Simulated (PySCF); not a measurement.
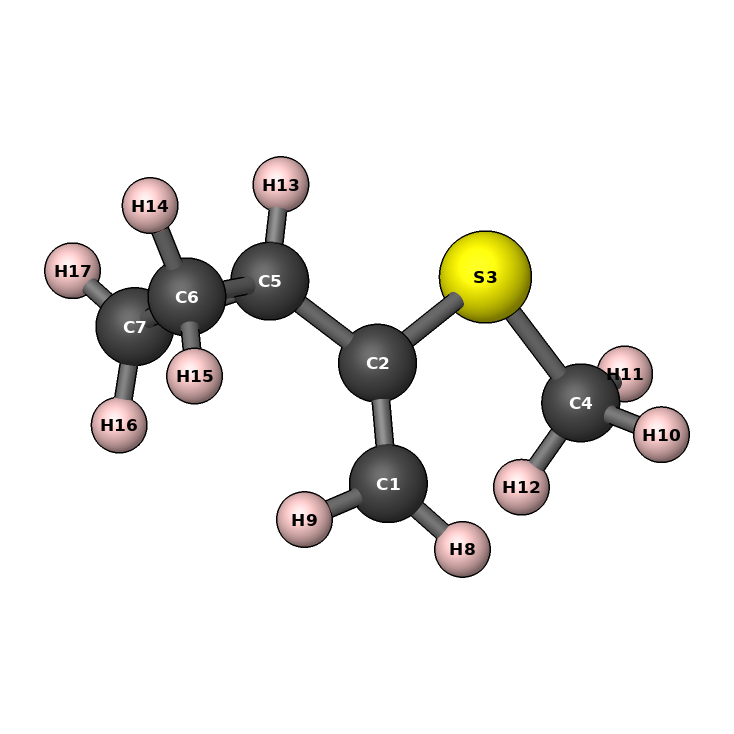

Geometry: a frame of a GFN2-xTB molecular-dynamics simulation, not a minimum. Method: GIAO PBE0/pcSseg-1 NMR shielding, non-relativistic, gas phase (PySCF 2.14.0). Principal shieldings σ11 ≤ σ22 ≤ σ33, span Ω = σ33 − σ11, skew κ = 3(σiso − σ22)/Ω.

Give the shielding tensors of the S atoms.

```
atom    σ11    σ22    σ33   σiso      Ω     κ
  S3  236.7  415.6  728.6  460.3  491.9  0.27
```

Shieldings and span in ppm.
